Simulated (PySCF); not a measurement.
# ClF3: structure of the singlet

The task is one start of a wider search on ClF3: the singlet, from a T-shaped start. It is relaxed, tested by its Hessian and followed downhill if it is a saddle.

Method: B3LYP, basis Cl def2-TZVP, F def2-TZVP, no relativity, density fitting; program: PySCF 2.14.0.

## 1. The system as given

4 atoms, charge 0, spin multiplicity 1.

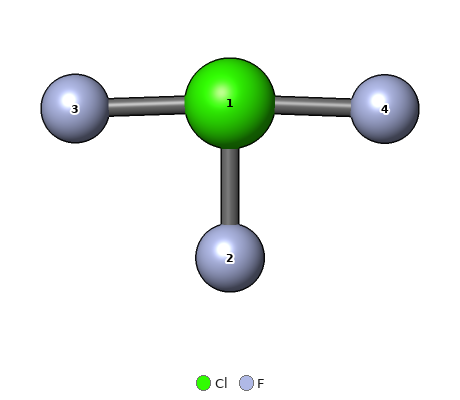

The starting geometry (chlorine green, fluorine light blue); atoms are numbered from 1 in the order of the file.

```xyz
4
charge 0 multiplicity 1
Cl    0.0000    0.0000    0.0000
F     0.0000    0.0000    1.6300
F     1.6290    0.0000    0.0569
F    -1.6290    0.0000    0.0569
```

## 2. First SCF at the start

The steps below are one call of a driver around PySCF. For each, scf.py gives the equivalent set-up of the SCF; relaxations use the driver's own optimiser. After this first run the driver tries any further starts and a stability analysis.

File scf.py:

```python
from pyscf import gto, scf, dft
mol = gto.M(atom='''
Cl     0.000000     0.000000     0.000000
F      0.000000     0.000000     1.630000
F      1.629000     0.000000     0.056900
F     -1.629000     0.000000     0.056900''',
    basis={'Cl': 'def2-TZVP', 'F': 'def2-TZVP'},
    charge=0, spin=0)
mf = dft.RKS(mol, xc='B3LYP')
mf.grids.atom_grid = (50, 194)
aux = {'Cl': 'def2-universal-JKFIT', 'F': 'def2-universal-JKFIT'}
mf = mf.density_fit(auxbasis=aux)
mf.conv_tol = 1e-08
mf.diis_space = 10
mf.max_cycle = 60
mf.init_guess = 'minao'
mf.verbose = 4
mf.kernel()
```

The run is started by

```console
$ OMP_NUM_THREADS=4 python axn.py task.json out
```

The runs that follow: Relaxing the singlet from the T-shaped start; Is it a minimum? Harmonic modes.

**Question.** What will these runs give? Wanted: minimum; geometry; wavenumbers; dipole moment; highest occupied, lowest empty level; polar-tensor charge of Cl1; zero-point energy; atomisation energy.

As calculated:

| quantity | value |
| --- | --- |
| minimum | singlet, C2v |
| geometry | Cl–F 1.617 Å, Cl–F 1.720 Å (×2); F–Cl–F 87.9° (×2), F–Cl–F 175.7° |
| wavenumbers (cm⁻¹) | 309 (a1), 322 (b1), 415 (b2), 520 (a1), 694 (b2), 746 (a1) |
| dipole moment | 0.69 D |
| highest occupied, lowest empty level | -9.64, -4.32 eV |
| polar-tensor charge of Cl1 | +1.67 e |
| zero-point energy | 18.0 kJ/mol |
| entropy at 298.15 K | 283.5 J/(mol K) |
| atomisation energy (no zero-point energy) | 528 kJ/mol |

The T-shaped start keeps its C2v symmetry and ends in a minimum. The strongest infrared band lies at 694 cm⁻¹ (b2, stretch). Other starts or spin states, not run here, may lie lower.
